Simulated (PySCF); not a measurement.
**One shape, several levels: HS− (hydrosulfide)**

We compute a comparison of 6 runs (B3LYP/SBKJC, r2SCAN/SBKJC, MP2/SBKJC, CCSDT/SBKJC, QCISD(T)/SBKJC, CISD/SBKJC) of HS− (hydrosulfide). The job is set up through a Python script.

The calculation is run with PySCF 2.14.0.

13 further runs of the same task are left out: 3 that didn't finish, 10 set aside as unsound or not needed.

### 1 The structure to begin with

HS− has 2 atoms, charge -1, and is taken as a singlet. As SMILES, `[SH-]`. The S1–H2 distance was set to 1.615 Å, away from the relaxed value.

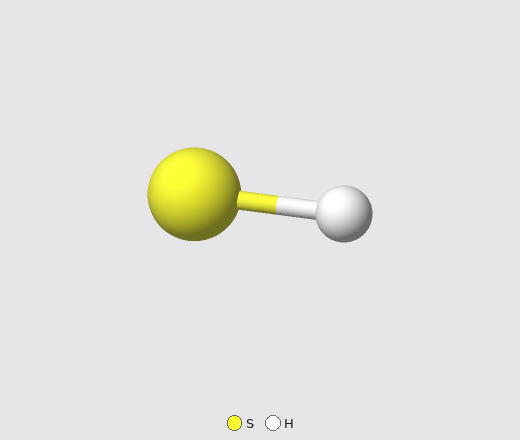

The structure, seen from a chosen angle (sulfur yellow, hydrogen white).

### 2 A single-point energy at B3LYP/SBKJC (core potential) (run 1)

Contents of start.xyz:

```xyz
2
HS
S      0.804614    -0.263071     0.413717
H     -0.574700     0.187900    -0.295500
```

Contents of run.py:

```python
from pyscf import gto, dft

mol = gto.M(
    atom='start.xyz',
    ecp={'S': 'sbkjc'},
    verbose=3,
    basis='sbkjc',
    max_memory=1860,
    charge=-1,
)

mf = dft.RKS(mol)
mf.xc = 'b3lyp'
mf.conv_tol = 1e-10
mf.grids.level = 5
mf.kernel()
if not mf.converged:
    mf = mf.newton().run(mf.mo_coeff, mf.mo_occ)

e_final = mf.e_tot
print('Final energy', e_final)
```

Launch:

```sh
OMP_NUM_THREADS=1 python run.py
```

Standard output:

```text
converged SCF energy = -10.7436211380836
Final energy -10.743621138083578
```

Run time: 1.1 s. Hardware: 1 thread of Arm Neoverse V1, shared host; peak memory 0.14 GiB.

### 3 A single-point energy at r2SCAN/SBKJC (core potential) (run 2)

Contents of run.py:

```python
from pyscf import gto, dft

mol = gto.M(
    atom='''
S    0.804614  -0.263071   0.413717
H   -0.574700   0.187900  -0.295500
''',
    verbose=3,
    basis='sbkjc',
    spin=0,
    max_memory=1860,
    ecp={'S': 'sbkjc'},
    charge=-1,
)

mf = dft.RKS(mol)
mf.xc = 'r2scan'
mf.grids.level = 5
mf.conv_tol = 1e-10
mf.kernel()
if not mf.converged:
    mf = mf.newton().run(mf.mo_coeff, mf.mo_occ)

e_final = mf.e_tot
print('E = %.10f Eh' % e_final)
```

Launch:

```sh
OMP_NUM_THREADS=1 python run.py
```

Standard output:

```text
converged SCF energy = -10.741102426133
E = -10.7411024261 Eh
```

It took 1.2 s on 1 thread of Arm Neoverse V1, shared host; peak memory 0.15 GiB.

### 4 The energy at MP2/SBKJC (core potential) (run 3)

Contents of calc.py:

```python
from pyscf import gto, mp

mol = gto.M(
    atom='S 0.804614 -0.263071 0.413717; H -0.574700 0.187900 -0.295500',
    basis='sbkjc',
    charge=-1,
    ecp={'S': 'sbkjc'},
    max_memory=1860,
    verbose=3,
)

calc0 = mol.RHF()
calc0.conv_tol = 1e-10
calc0.kernel()
if not calc0.converged:
    calc0 = calc0.newton().run(calc0.mo_coeff, calc0.mo_occ)

pt = mp.MP2(calc0).run()
etot = pt.e_tot
print('E = %.10f Eh' % etot)
```

Launch:

```sh
OMP_NUM_THREADS=1 python calc.py
```

Standard output:

```text
converged SCF energy = -10.4889513172118
E(RMP2) = -10.5364174220881  E_corr = -0.0474661048762865
E(SCS-RMP2) = -10.5394955264804  E_corr = -0.0505442092685427
E = -10.5364174221 Eh
```

Wall time 0.77 s (1 thread of Arm Neoverse V1, shared host); peak memory 0.12 GiB.

Runs 4 to 5 aren't shown in full; the table further down has their settings and results.

### 5 The energy at CISD/SBKJC (core potential) (run 6)

Contents of run.py:

```python
from pyscf import gto, scf, ci

mol = gto.Mole()
mol.atom = 'S 0.804614 -0.263071 0.413717; H -0.574700 0.187900 -0.295500'
mol.charge = -1
mol.max_memory = 1860
mol.verbose = 4
mol.basis = 'sbkjc'
mol.ecp = {'S': 'sbkjc'}
mol.spin = 0
mol.build()

hf = scf.RHF(mol)
hf.conv_tol = 1e-10
hf.kernel()
if not hf.converged:
    hf = hf.newton().run(hf.mo_coeff, hf.mo_occ)

cisd = ci.CISD(hf)
cisd.kernel()
e_tot = cisd.e_tot
print('E(%s) = %.9f' % ('CISD', e_tot))
```

Launch:

```sh
OMP_NUM_THREADS=1 python run.py
```

Standard output:

```text
PySCF version 2.14.0

[INPUT] num. atoms = 2
[INPUT] num. electrons = 8
[INPUT] charge = -1
[INPUT] spin (= nelec alpha-beta = 2S) = 0
[INPUT] symmetry False subgroup None
[INPUT] Mole.unit = angstrom
[INPUT] Symbol           X                Y                Z      unit          X                Y                Z       unit  Magmom
[INPUT]  1 S      0.804614000000  -0.263071000000   0.413717000000 AA    1.520500095991  -0.497132141315   0.781811823077 Bohr   0.0
[INPUT]  2 H     -0.574700000000   0.187900000000  -0.295500000000 AA   -1.086025603788   0.355079538806  -0.558414069809 Bohr   0.0

nuclear repulsion = 1.96574013648046
number of shells = 6
number of NR pGTOs = 19
number of NR cGTOs = 10
basis = sbkjc
ecp = {'S': 'sbkjc'}

******** <class 'pyscf.scf.hf.RHF'> ********
method = RHF
initial guess = minao
damping factor = 0
level_shift factor = 0
DIIS = <class 'pyscf.scf.diis.CDIIS'>
diis_start_cycle = 1
diis_space = 8
diis_damp = 0
SCF conv_tol = 1e-10
SCF conv_tol_grad = None
SCF max_cycles = 50
direct_scf = True
direct_scf_tol = 1e-13
Set gradient conv threshold to 1e-05
Initial guess from minao.
init E= -9.72529651917822
  HOMO = -0.14879351687625  LUMO = 0.125630005093306  gap/eV = 7.46744
cycle= 1 E= -10.4737064785678  delta_E= -0.748  |g|= 0.188  |ddm|= 1.98
  HOMO = -0.0409740787438151  LUMO = 0.398962826444985  gap/eV = 11.97129
cycle= 2 E= -10.4874778332832  delta_E= -0.0138  |g|= 0.0577  |ddm|= 0.377
  HOMO = -0.0827982932426274  LUMO = 0.384448422186393  gap/eV = 12.71443
cycle= 3 E= -10.4889263851269  delta_E= -0.00145  |g|= 0.00529  |ddm|= 0.0942
  HOMO = -0.0824122068231066  LUMO = 0.387567053209911  gap/eV = 12.78879
cycle= 4 E= -10.4889509219046  delta_E= -2.45e-05  |g|= 0.000695  |ddm|= 0.0155
  HOMO = -0.0825719663820924  LUMO = 0.387292475645046  gap/eV = 12.78566
cycle= 5 E= -10.4889513116722  delta_E= -3.9e-07  |g|= 8.09e-05  |ddm|= 0.0019
  HOMO = -0.0825829418323932  LUMO = 0.387338053270501  gap/eV = 12.78720
cycle= 6 E= -10.4889513171405  delta_E= -5.47e-09  |g|= 1.01e-05  |ddm|= 0.000266
  HOMO = -0.0825802501539616  LUMO = 0.387330409880903  gap/eV = 12.78692
cycle= 7 E= -10.4889513172117  delta_E= -7.12e-11  |g|= 4.18e-07  |ddm|= 3.28e-05
  HOMO = -0.0825804972968717  LUMO = 0.387330689103223  gap/eV = 12.78693
Extra cycle  E= -10.4889513172118  delta_E= -9.24e-14  |g|= 1.1e-07  |ddm|= 6.47e-07
converged SCF energy = -10.4889513172118

******** <class 'pyscf.ci.cisd.RCISD'> ********
CISD nocc = 4, nmo = 10
max_cycle = 50
direct = 0
conv_tol = 1e-09
max_cycle = 50
max_space = 12
lindep = 0
nroots = 1
Init t2, MP2 energy = -0.0474661054677532
RCISD converged
E(RCISD) = -10.547728858635  E_corr = -0.05877754142316527
E(CISD) = -10.547728859
```

Run time: 0.69 s. Hardware: 1 thread of Arm Neoverse V1, shared host; peak memory 0.12 GiB.

### 6 All runs side by side

| run | level | integration grid | frozen core orbitals | energy (Eh) | HOMO energy (eV) | LUMO energy (eV) | HOMO–LUMO gap (eV) | wall time |
| --- | --- | --- | --- | --- | --- | --- | --- | --- |
| 1 | B3LYP/SBKJC (core potential) | 5 | – | -10.743621 | 0.87 | 6.70 | 5.83 | 1.1 s |
| 2 | r2SCAN/SBKJC (core potential) | 5 | – | -10.741102 | 1.53 | 6.07 | 4.54 | 1.2 s |
| 3 | MP2/SBKJC (core potential) | – | 0 | -10.536417 | -2.25 | 10.54 | 12.79 | 0.77 s |
| 4 | CCSDT/SBKJC (core potential) | – | 0 | -10.550078 | -2.25 | 10.54 | 12.79 | 0.75 s |
| 5 | QCISD(T)/SBKJC (core potential) | – | 0 | -10.549966 | -2.25 | 10.54 | 12.79 | 0.87 s |
| 6 | CISD/SBKJC (core potential) | – | 0 | -10.547729 | -2.25 | 10.54 | 12.79 | 0.69 s |

### 7 What came out

```
                                                    quantity         value
                                         run 6: total energy  -10.54773 Eh
                  run 6: HOMO energy (Hartree–Fock orbitals)      -2.25 eV
                  run 6: LUMO energy (Hartree–Fock orbitals)      10.54 eV
run 6: HOMO–LUMO gap (to an unbound level, set by the basis)      12.79 eV
                                   run 6: correlation energy     -58.8 mEh
```

Totals of different functionals can't be ranked against each other. In runs 1, 2 the HOMO lies above zero, so the outermost electron may be held by the basis alone. All runs together took 5.4 s, the longest 1.2 s.
